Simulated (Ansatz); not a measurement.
# CH₂Ga (doublet): PBE, BLYP, r2SCAN, B97M-V, PBE0, B3LYP, wB97M-V over vertical spin and charge gaps, def2-QZVPP

Aim: run CH₂Ga (doublet) with these functionals over vertical spin and charge gaps, and hold them against the top wave-function level at the same points.

Program: Ansatz 0.2.0, Gaussian basis. Level of theory: def2-QZVPP, all electrons in the functionals. These are calculated values, not measurements.

To be run: PBE, BLYP, r2SCAN, B97M-V, PBE0, B3LYP, wB97M-V, at charge 0, doublet; charge 0, quartet; charge 1, singlet; charge 1, triplet.

8 further runs of the same task are left out: 8 set aside as unsound or not needed. Runs told in other sessions of the task aren't counted.

### 1 The system

The geometry is a PBE0/def2-TZVP stationary point (not a proven minimum). No spin-orbit coupling is included. The filled d shell of Ga may be among the frozen orbitals whatever the setting's name suggests.

4 atoms, charge 0, spin multiplicity 2.

Atoms are counted from 1 here; the program's logs count them from 0.

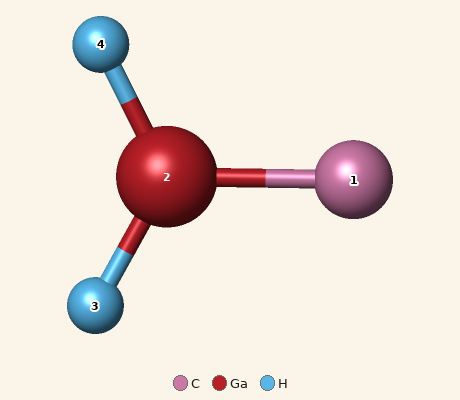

The geometry (carbon pink, gallium red, hydrogen blue); atoms are numbered from 1 in the order of the file.

No dispersion term is added; B97M-V, wB97M-V hold VV10 nonlocal correlation. B3LYP takes the VWN-RPA correlation.

The geometry shown and the zero of energy belong to the point charge 0, doublet. The yardstick, RCCSD(T), and other wave-function levels (R restricted, U unrestricted, valence and pair active spaces) come from earlier runs.

### 2 PBE, charge 0, doublet

File in.yaml:

```yaml
crystal:
  periodic: [false, false, false]
  atoms:
    - {symbol: C, position_ang: [0.000000, 0.001437, 1.708594]}
    - {symbol: Ga, position_ang: [0.000000, -0.000051, -0.265616]}
    - {symbol: H, position_ang: [0.000000, 1.379029, -1.003372]}
    - {symbol: H, position_ang: [0.000000, -1.392627, -0.982695]}
basis:
  gaussian: {orbitals: "def2-QZVPP.json"}
magnetization: {spin_polarized: true, initial_magnetization: 1}
hamiltonian: {xc: {name: PBE}}
output: {orbitals: {seedname: orbitals}}
```

Launch:

```bash
$ ansatz run in.yaml --threads 1 --pin off --events-out ev --progress --plain --max-ram 2393MiB
```

Log, shortened:

```text
Functional definition: PBE
  name "PBE"
  cite "Perdew, Burke & Ernzerhof, Phys. Rev. Lett. 77, 3865 (1996) doi:10.1103/PhysRevLett.77.3865"
  parent pbe
[...]
808 factors; their error is unknown
[...]
mean field -53433.41594675 eV, -1963.6418175731 hartree, gradient 9.5e-6 eV, S^2 1.316182; 14 other end points of the search recorded, 0 dependent functions left out
reference -53433.41599378 eV, -1963.6418193013 hartree; 20, 19 occupied and 186, 187 virtual orbitals, 808 factors
Total energy: -53433.41599378 eV, -1963.6418193013 hartree
```

It took 22 s on 1 thread of Intel Xeon 6975P-C, shared host; peak memory 0.45 GiB.

From the report: ⟨S²⟩ of the determinant 1.316 (pure doublet: 0.75). The determinant of PBE (⟨S²⟩ 1.32) is far from a pure spin state, so its energy mixes those of several spin states; that is harmless only where they are near-degenerate.

### 3 PBE, charge 0, quartet

Changes to in.yaml since step 2:

```diff
@@ -9,3 +9,3 @@
   gaussian: {orbitals: "def2-QZVPP.json"}
-magnetization: {spin_polarized: true, initial_magnetization: 1}
+magnetization: {spin_polarized: true, initial_magnetization: 3}
 hamiltonian: {xc: {name: PBE}}
```

Launched as before.

Log, shortened:

```text
Functional definition: PBE
  name "PBE"
  cite "Perdew, Burke & Ernzerhof, Phys. Rev. Lett. 77, 3865 (1996) doi:10.1103/PhysRevLett.77.3865"
  parent pbe
[...]
808 factors; their error is unknown
[...]
mean field -53433.54387563 eV, -1963.6465188726 hartree, gradient 9.1e-6 eV, S^2 3.752675; 0 other end points of the search recorded, 0 dependent functions left out
reference -53433.54392409 eV, -1963.6465206534 hartree; 21, 18 occupied and 185, 188 virtual orbitals, 808 factors
Total energy: -53433.54392409 eV, -1963.6465206534 hartree
```

Wall time 2.7 s (1 thread of Intel Xeon 6975P-C, shared host).

From the report: ⟨S²⟩ of the determinant 3.753 (pure quartet: 3.75).

From charge 0, doublet: -12.3 kJ/mol.

### 4 PBE, charge 1, singlet

Changes to in.yaml since step 3:

```diff
@@ -9,3 +9,4 @@
   gaussian: {orbitals: "def2-QZVPP.json"}
-magnetization: {spin_polarized: true, initial_magnetization: 3}
+total_charge: 1
+magnetization: {spin_polarized: true, initial_magnetization: 0}
 hamiltonian: {xc: {name: PBE}}
```

The command is unchanged.

Log, shortened:

```text
Functional definition: PBE
  name "PBE"
  cite "Perdew, Burke & Ernzerhof, Phys. Rev. Lett. 77, 3865 (1996) doi:10.1103/PhysRevLett.77.3865"
  parent pbe
[...]
808 factors; their error is unknown
[...]
mean field -53424.11300261 eV, -1963.2999406815 hartree, gradient 1.3e-5 eV, S^2 0.892488; 15 other end points of the search recorded, 0 dependent functions left out
reference -53424.11304782 eV, -1963.2999423429 hartree; 19, 19 occupied and 187, 187 virtual orbitals, 808 factors
Total energy: -53424.11304782 eV, -1963.2999423429 hartree
```

Wall time 32 s (1 thread of Intel Xeon 6975P-C, shared host); peak memory 0.48 GiB.

From the report: ⟨S²⟩ of the determinant 0.892 (pure singlet: 0.00). The determinant of PBE (⟨S²⟩ 0.89) is far from a pure spin state, so its energy mixes those of several spin states; that is harmless only where they are near-degenerate.

From charge 0, doublet: +897.6 kJ/mol.

### 5 PBE, charge 1, triplet

Changes to in.yaml since step 4:

```diff
@@ -10,3 +10,3 @@
 total_charge: 1
-magnetization: {spin_polarized: true, initial_magnetization: 0}
+magnetization: {spin_polarized: true, initial_magnetization: 2}
 hamiltonian: {xc: {name: PBE}}
```

The command is unchanged.

Log, shortened:

```text
Functional definition: PBE
  name "PBE"
  cite "Perdew, Burke & Ernzerhof, Phys. Rev. Lett. 77, 3865 (1996) doi:10.1103/PhysRevLett.77.3865"
  parent pbe
[...]
808 factors; their error is unknown
[...]
mean field -53424.35107417 eV, -1963.3086896500 hartree, gradient 2.9e-5 eV, S^2 2.043024; 4 other end points of the search recorded, 0 dependent functions left out
reference -53424.35112114 eV, -1963.3086913762 hartree; 20, 18 occupied and 186, 188 virtual orbitals, 808 factors
Total energy: -53424.35112114 eV, -1963.3086913762 hartree
```

Run time: 8.5 s. Hardware: 1 thread of Intel Xeon 6975P-C, shared host; peak memory 0.43 GiB.

From the report: ⟨S²⟩ of the determinant 2.043 (pure triplet: 2.00).

From charge 0, doublet: +874.6 kJ/mol.

### 6 BLYP, charge 0, doublet

Changes to in.yaml since step 5:

```diff
@@ -9,5 +9,3 @@
   gaussian: {orbitals: "def2-QZVPP.json"}
-total_charge: 1
-magnetization: {spin_polarized: true, initial_magnetization: 2}
-hamiltonian: {xc: {name: PBE}}
-output: {orbitals: {seedname: orbitals}}
+magnetization: {spin_polarized: true, initial_magnetization: 1}
+hamiltonian: {xc: {name: BLYP}}
```

Same command.

Log, shortened:

```text
Functional definition: BLYP
  name "BLYP"
  cite "Becke, Phys. Rev. A 38, 3098 (1988) doi:10.1103/PhysRevA.38.3098"
  cite "Lee, Yang & Parr, Phys. Rev. B 37, 785 (1988) doi:10.1103/PhysRevB.37.785"
[...]
808 factors; their error is unknown
[...]
mean field -53444.59158712 eV, -1964.0525147813 hartree, gradient 1.5e-5 eV, S^2 1.242756; 16 other end points of the search recorded, 0 dependent functions left out
reference -53444.59190497 eV, -1964.0525264623 hartree; 20, 19 occupied and 186, 187 virtual orbitals, 808 factors
Total energy: -53444.59190497 eV, -1964.0525264623 hartree
```

Run time: 26 s. Hardware: 1 thread of Intel Xeon 6975P-C, shared host; peak memory 0.46 GiB.

From the report: ⟨S²⟩ of the determinant 1.243 (pure doublet: 0.75).

### 7 BLYP, charge 0, quartet

Changes to in.yaml since step 6:

```diff
@@ -9,3 +9,3 @@
   gaussian: {orbitals: "def2-QZVPP.json"}
-magnetization: {spin_polarized: true, initial_magnetization: 1}
+magnetization: {spin_polarized: true, initial_magnetization: 3}
 hamiltonian: {xc: {name: BLYP}}
```

Launched as before.

Log, shortened:

```text
Functional definition: BLYP
  name "BLYP"
  cite "Becke, Phys. Rev. A 38, 3098 (1988) doi:10.1103/PhysRevA.38.3098"
  cite "Lee, Yang & Parr, Phys. Rev. B 37, 785 (1988) doi:10.1103/PhysRevB.37.785"
[...]
808 factors; their error is unknown
[...]
mean field -53444.55669486 eV, -1964.0512325146 hartree, gradient 2.2e-5 eV, S^2 3.753370; 0 other end points of the search recorded, 0 dependent functions left out
reference -53444.55701100 eV, -1964.0512441323 hartree; 21, 18 occupied and 185, 188 virtual orbitals, 808 factors
Total energy: -53444.55701100 eV, -1964.0512441323 hartree
```

Wall time 3.1 s (1 thread of Intel Xeon 6975P-C, shared host); peak memory 0.25 GiB.

From the report: ⟨S²⟩ of the determinant 3.753 (pure quartet: 3.75).

From charge 0, doublet: +3.4 kJ/mol.

### 8 BLYP, charge 1, singlet

Changes to in.yaml since step 7:

```diff
@@ -9,3 +9,4 @@
   gaussian: {orbitals: "def2-QZVPP.json"}
-magnetization: {spin_polarized: true, initial_magnetization: 3}
+total_charge: 1
+magnetization: {spin_polarized: true, initial_magnetization: 0}
 hamiltonian: {xc: {name: BLYP}}
```

Same command.

Log, shortened:

```text
Functional definition: BLYP
  name "BLYP"
  cite "Becke, Phys. Rev. A 38, 3098 (1988) doi:10.1103/PhysRevA.38.3098"
  cite "Lee, Yang & Parr, Phys. Rev. B 37, 785 (1988) doi:10.1103/PhysRevB.37.785"
[...]
808 factors; their error is unknown
[...]
mean field -53435.41384184 eV, -1963.7152388633 hartree, gradient 1.1e-5 eV, S^2 0.879762; 9 other end points of the search recorded, 0 dependent functions left out
reference -53435.41415146 eV, -1963.7152502417 hartree; 19, 19 occupied and 187, 187 virtual orbitals, 808 factors
Total energy: -53435.41415146 eV, -1963.7152502417 hartree
```

Run time: 36 s. Hardware: 1 thread of Intel Xeon 6975P-C, shared host; peak memory 0.52 GiB.

From the report: ⟨S²⟩ of the determinant 0.880 (pure singlet: 0.00). The determinant of BLYP (⟨S²⟩ 0.88) is far from a pure spin state, so its energy mixes those of several spin states; that is harmless only where they are near-degenerate.

From charge 0, doublet: +885.5 kJ/mol.

### 9 BLYP, charge 1, triplet

Changes to in.yaml since step 8:

```diff
@@ -10,3 +10,3 @@
 total_charge: 1
-magnetization: {spin_polarized: true, initial_magnetization: 0}
+magnetization: {spin_polarized: true, initial_magnetization: 2}
 hamiltonian: {xc: {name: BLYP}}
```

Same command.

Log, shortened:

```text
Functional definition: BLYP
  name "BLYP"
  cite "Becke, Phys. Rev. A 38, 3098 (1988) doi:10.1103/PhysRevA.38.3098"
  cite "Lee, Yang & Parr, Phys. Rev. B 37, 785 (1988) doi:10.1103/PhysRevB.37.785"
[...]
808 factors; their error is unknown
[...]
mean field -53435.59283710 eV, -1963.7218168175 hartree, gradient 2.2e-5 eV, S^2 2.021157; 6 other end points of the search recorded, 0 dependent functions left out
reference -53435.59314990 eV, -1963.7218283130 hartree; 20, 18 occupied and 186, 188 virtual orbitals, 808 factors
Total energy: -53435.59314990 eV, -1963.7218283130 hartree
```

Run time: 12 s. Hardware: 1 thread of Intel Xeon 6975P-C, shared host; peak memory 0.43 GiB.

From the report: ⟨S²⟩ of the determinant 2.021 (pure triplet: 2.00).

From charge 0, doublet: +868.2 kJ/mol.

### 10 r2SCAN, charge 0, doublet

Changes to in.yaml since step 9:

```diff
@@ -9,4 +9,3 @@
   gaussian: {orbitals: "def2-QZVPP.json"}
-total_charge: 1
-magnetization: {spin_polarized: true, initial_magnetization: 2}
-hamiltonian: {xc: {name: BLYP}}
+magnetization: {spin_polarized: true, initial_magnetization: 1}
+hamiltonian: {xc: {name: r2SCAN}}
```

The command is unchanged.

Log, shortened:

```text
Functional definition: r2SCAN
  name "r2SCAN"
  cite "Furness, Kaplan, Ning, Perdew & Sun, J. Phys. Chem. Lett. 11, 8208 (2020) doi:10.1021/acs.jpclett.0c02405"
  cite "Furness, Kaplan, Ning, Perdew & Sun, J. Phys. Chem. Lett. 11, 9248 (2020) doi:10.1021/acs.jpclett.0c03077"
  parent r2scan
[...]
808 factors; their error is unknown
[...]
mean field -53442.01547294 eV, -1963.9578443314 hartree, gradient 1.3e-5 eV, S^2 1.457479; 4 other end points of the search recorded, 0 dependent functions left out
reference -53442.01549191 eV, -1963.9578450286 hartree; 20, 19 occupied and 186, 187 virtual orbitals, 808 factors
Total energy: -53442.01549191 eV, -1963.9578450286 hartree
```

Wall time 29 s (1 thread of Intel Xeon 6975P-C, shared host); peak memory 0.47 GiB.

From the report: ⟨S²⟩ of the determinant 1.457 (pure doublet: 0.75). The determinant of r2SCAN (⟨S²⟩ 1.46) is far from a pure spin state, so its energy mixes those of several spin states; that is harmless only where they are near-degenerate.

### 11 r2SCAN, charge 0, quartet

Changes to in.yaml since step 10:

```diff
@@ -9,3 +9,3 @@
   gaussian: {orbitals: "def2-QZVPP.json"}
-magnetization: {spin_polarized: true, initial_magnetization: 1}
+magnetization: {spin_polarized: true, initial_magnetization: 3}
 hamiltonian: {xc: {name: r2SCAN}}
```

Launched as before.

Log, shortened:

```text
Functional definition: r2SCAN
  name "r2SCAN"
  cite "Furness, Kaplan, Ning, Perdew & Sun, J. Phys. Chem. Lett. 11, 8208 (2020) doi:10.1021/acs.jpclett.0c02405"
  cite "Furness, Kaplan, Ning, Perdew & Sun, J. Phys. Chem. Lett. 11, 9248 (2020) doi:10.1021/acs.jpclett.0c03077"
  parent r2scan
[...]
808 factors; their error is unknown
[...]
mean field -53442.27826545 eV, -1963.9675017780 hartree, gradient 2.9e-5 eV, S^2 3.754762; 0 other end points of the search recorded, 0 dependent functions left out
reference -53442.27828449 eV, -1963.9675024779 hartree; 21, 18 occupied and 185, 188 virtual orbitals, 808 factors
Total energy: -53442.27828449 eV, -1963.9675024779 hartree
```

Wall time 5.5 s (1 thread of Intel Xeon 6975P-C, shared host); peak memory 0.29 GiB.

From the report: ⟨S²⟩ of the determinant 3.755 (pure quartet: 3.75).

From charge 0, doublet: -25.4 kJ/mol.

### 12 r2SCAN, charge 1, singlet

Changes to in.yaml since step 11:

```diff
@@ -9,3 +9,4 @@
   gaussian: {orbitals: "def2-QZVPP.json"}
-magnetization: {spin_polarized: true, initial_magnetization: 3}
+total_charge: 1
+magnetization: {spin_polarized: true, initial_magnetization: 0}
 hamiltonian: {xc: {name: r2SCAN}}
```

Launched as before.

Log, shortened:

```text
Functional definition: r2SCAN
  name "r2SCAN"
  cite "Furness, Kaplan, Ning, Perdew & Sun, J. Phys. Chem. Lett. 11, 8208 (2020) doi:10.1021/acs.jpclett.0c02405"
  cite "Furness, Kaplan, Ning, Perdew & Sun, J. Phys. Chem. Lett. 11, 9248 (2020) doi:10.1021/acs.jpclett.0c03077"
  parent r2scan
[...]
808 factors; their error is unknown
[...]
mean field -53432.54423295 eV, -1963.6097826817 hartree, gradient 1.7e-5 eV, S^2 0.923005; 13 other end points of the search recorded, 0 dependent functions left out
reference -53432.54424889 eV, -1963.6097832674 hartree; 19, 19 occupied and 187, 187 virtual orbitals, 808 factors
Total energy: -53432.54424889 eV, -1963.6097832674 hartree
```

Run time: 62 s. Hardware: 1 thread of Intel Xeon 6975P-C, shared host; peak memory 0.58 GiB.

From the report: ⟨S²⟩ of the determinant 0.923 (pure singlet: 0.00). The determinant of r2SCAN (⟨S²⟩ 0.92) is far from a pure spin state, so its energy mixes those of several spin states; that is harmless only where they are near-degenerate.

From charge 0, doublet: +913.8 kJ/mol.

### 13 r2SCAN, charge 1, triplet

Changes to in.yaml since step 12:

```diff
@@ -10,3 +10,3 @@
 total_charge: 1
-magnetization: {spin_polarized: true, initial_magnetization: 0}
+magnetization: {spin_polarized: true, initial_magnetization: 2}
 hamiltonian: {xc: {name: r2SCAN}}
```

Launched as before.

Log, shortened:

```text
Functional definition: r2SCAN
  name "r2SCAN"
  cite "Furness, Kaplan, Ning, Perdew & Sun, J. Phys. Chem. Lett. 11, 8208 (2020) doi:10.1021/acs.jpclett.0c02405"
  cite "Furness, Kaplan, Ning, Perdew & Sun, J. Phys. Chem. Lett. 11, 9248 (2020) doi:10.1021/acs.jpclett.0c03077"
  parent r2scan
[...]
808 factors; their error is unknown
[...]
mean field -53432.89196865 eV, -1963.6225617329 hartree, gradient 2.8e-5 eV, S^2 2.035295; 6 other end points of the search recorded, 0 dependent functions left out
reference -53432.89198495 eV, -1963.6225623317 hartree; 20, 18 occupied and 186, 188 virtual orbitals, 808 factors
Total energy: -53432.89198495 eV, -1963.6225623317 hartree
```

Wall time 20 s (1 thread of Intel Xeon 6975P-C, shared host); peak memory 0.5 GiB.

From the report: ⟨S²⟩ of the determinant 2.035 (pure triplet: 2.00).

From charge 0, doublet: +880.3 kJ/mol.

### 14 B97M-V, charge 0, doublet

Changes to in.yaml since step 13:

```diff
@@ -9,4 +9,3 @@
   gaussian: {orbitals: "def2-QZVPP.json"}
-total_charge: 1
-magnetization: {spin_polarized: true, initial_magnetization: 2}
-hamiltonian: {xc: {name: r2SCAN}}
+magnetization: {spin_polarized: true, initial_magnetization: 1}
+hamiltonian: {xc: {name: B97M-V}}
```

The command is unchanged.

Log, shortened:

```text
Functional definition: B97M-V
  name "B97M-V"
  cite "Mardirossian & Head-Gordon, J. Chem. Phys. 142, 074111 (2015) doi:10.1063/1.4907719"
  cite "Becke, J. Chem. Phys. 107, 8554 (1997) doi:10.1063/1.475007"
  cite "Vydrov & Van Voorhis, J. Chem. Phys. 133, 244103 (2010) doi:10.1063/1.3521275"
  # Of w^i u^j: cxij and so on, Table III.
[...]
  gx(w, u) = cx00 + cx01*u + cx02*u^2 + (cx10 + cx11*u)*w
[...]
  gos(w, u) = cos00 + cos01*u + cos03*u^3 + cos10*w + cos32*w^3*u^2
[...]
      + integral(e_c_pw_mod_opposite_spin*gos(b97_w_opposite, b97_u_opposite)) + vv10(b, c)
808 factors; their error is unknown
[...]
mean field -53432.86887461 eV, -1963.6217130424 hartree, gradient 9.5e-6 eV, S^2 1.148311; 12 other end points of the search recorded, 0 dependent functions left out
reference -53432.86894150 eV, -1963.6217155007 hartree; 20, 19 occupied and 186, 187 virtual orbitals, 808 factors
Total energy: -53432.86894150 eV, -1963.6217155007 hartree
```

Run time: 60 s. Hardware: 1 thread of Intel Xeon 6975P-C, shared host; peak memory 0.6 GiB.

From the report: ⟨S²⟩ of the determinant 1.148 (pure doublet: 0.75).

### 15 B97M-V, charge 0, quartet

Changes to in.yaml since step 14:

```diff
@@ -9,3 +9,3 @@
   gaussian: {orbitals: "def2-QZVPP.json"}
-magnetization: {spin_polarized: true, initial_magnetization: 1}
+magnetization: {spin_polarized: true, initial_magnetization: 3}
 hamiltonian: {xc: {name: B97M-V}}
```

The command is unchanged.

Log, shortened:

```text
Functional definition: B97M-V
  name "B97M-V"
  cite "Mardirossian & Head-Gordon, J. Chem. Phys. 142, 074111 (2015) doi:10.1063/1.4907719"
  cite "Becke, J. Chem. Phys. 107, 8554 (1997) doi:10.1063/1.475007"
  cite "Vydrov & Van Voorhis, J. Chem. Phys. 133, 244103 (2010) doi:10.1063/1.3521275"
  # Of w^i u^j: cxij and so on, Table III.
[...]
  gx(w, u) = cx00 + cx01*u + cx02*u^2 + (cx10 + cx11*u)*w
[...]
  gos(w, u) = cos00 + cos01*u + cos03*u^3 + cos10*w + cos32*w^3*u^2
[...]
      + integral(e_c_pw_mod_opposite_spin*gos(b97_w_opposite, b97_u_opposite)) + vv10(b, c)
808 factors; their error is unknown
[...]
mean field -53433.20359393 eV, -1963.6340137508 hartree, gradient 2.8e-5 eV, S^2 3.756141; 0 other end points of the search recorded, 0 dependent functions left out
reference -53433.20366252 eV, -1963.6340162713 hartree; 21, 18 occupied and 185, 188 virtual orbitals, 808 factors
Total energy: -53433.20366252 eV, -1963.6340162713 hartree
```

Wall time 8 s (1 thread of Intel Xeon 6975P-C, shared host); peak memory 0.34 GiB.

From the report: ⟨S²⟩ of the determinant 3.756 (pure quartet: 3.75).

From charge 0, doublet: -32.3 kJ/mol.

### 16 B97M-V, charge 1, singlet

Changes to in.yaml since step 15:

```diff
@@ -9,3 +9,4 @@
   gaussian: {orbitals: "def2-QZVPP.json"}
-magnetization: {spin_polarized: true, initial_magnetization: 3}
+total_charge: 1
+magnetization: {spin_polarized: true, initial_magnetization: 0}
 hamiltonian: {xc: {name: B97M-V}}
```

Launched as before.

Log, shortened:

```text
Functional definition: B97M-V
  name "B97M-V"
  cite "Mardirossian & Head-Gordon, J. Chem. Phys. 142, 074111 (2015) doi:10.1063/1.4907719"
  cite "Becke, J. Chem. Phys. 107, 8554 (1997) doi:10.1063/1.475007"
  cite "Vydrov & Van Voorhis, J. Chem. Phys. 133, 244103 (2010) doi:10.1063/1.3521275"
  # Of w^i u^j: cxij and so on, Table III.
[...]
  gx(w, u) = cx00 + cx01*u + cx02*u^2 + (cx10 + cx11*u)*w
[...]
  gos(w, u) = cos00 + cos01*u + cos03*u^3 + cos10*w + cos32*w^3*u^2
[...]
      + integral(e_c_pw_mod_opposite_spin*gos(b97_w_opposite, b97_u_opposite)) + vv10(b, c)
808 factors; their error is unknown
[...]
mean field -53423.33251240 eV, -1963.2712581954 hartree, gradient 1.1e-5 eV, S^2 0.835418; 13 other end points of the search recorded, 0 dependent functions left out
reference -53423.33257597 eV, -1963.2712605315 hartree; 19, 19 occupied and 187, 187 virtual orbitals, 808 factors
Total energy: -53423.33257597 eV, -1963.2712605315 hartree
```

Run time: 77 s. Hardware: 1 thread of Intel Xeon 6975P-C, shared host; peak memory 0.6 GiB.

From the report: ⟨S²⟩ of the determinant 0.835 (pure singlet: 0.00). The determinant of B97M-V (⟨S²⟩ 0.84) is far from a pure spin state, so its energy mixes those of several spin states; that is harmless only where they are near-degenerate.

From charge 0, doublet: +920.1 kJ/mol.

### 17 B97M-V, charge 1, triplet

Changes to in.yaml since step 16:

```diff
@@ -10,3 +10,3 @@
 total_charge: 1
-magnetization: {spin_polarized: true, initial_magnetization: 0}
+magnetization: {spin_polarized: true, initial_magnetization: 2}
 hamiltonian: {xc: {name: B97M-V}}
```

Launched as before.

Log, shortened:

```text
Functional definition: B97M-V
  name "B97M-V"
  cite "Mardirossian & Head-Gordon, J. Chem. Phys. 142, 074111 (2015) doi:10.1063/1.4907719"
  cite "Becke, J. Chem. Phys. 107, 8554 (1997) doi:10.1063/1.475007"
  cite "Vydrov & Van Voorhis, J. Chem. Phys. 133, 244103 (2010) doi:10.1063/1.3521275"
  # Of w^i u^j: cxij and so on, Table III.
[...]
  gx(w, u) = cx00 + cx01*u + cx02*u^2 + (cx10 + cx11*u)*w
[...]
  gos(w, u) = cos00 + cos01*u + cos03*u^3 + cos10*w + cos32*w^3*u^2
[...]
      + integral(e_c_pw_mod_opposite_spin*gos(b97_w_opposite, b97_u_opposite)) + vv10(b, c)
808 factors; their error is unknown
[...]
mean field -53423.82631976 eV, -1963.2894052809 hartree, gradient 9.9e-6 eV, S^2 2.046542; 4 other end points of the search recorded, 0 dependent functions left out
reference -53423.82638468 eV, -1963.2894076669 hartree; 20, 18 occupied and 186, 188 virtual orbitals, 808 factors
Total energy: -53423.82638468 eV, -1963.2894076669 hartree
```

It took 19 s on 1 thread of Intel Xeon 6975P-C, shared host; peak memory 0.52 GiB.

From the report: ⟨S²⟩ of the determinant 2.047 (pure triplet: 2.00).

From charge 0, doublet: +872.5 kJ/mol.

[end of part 1 of 2]
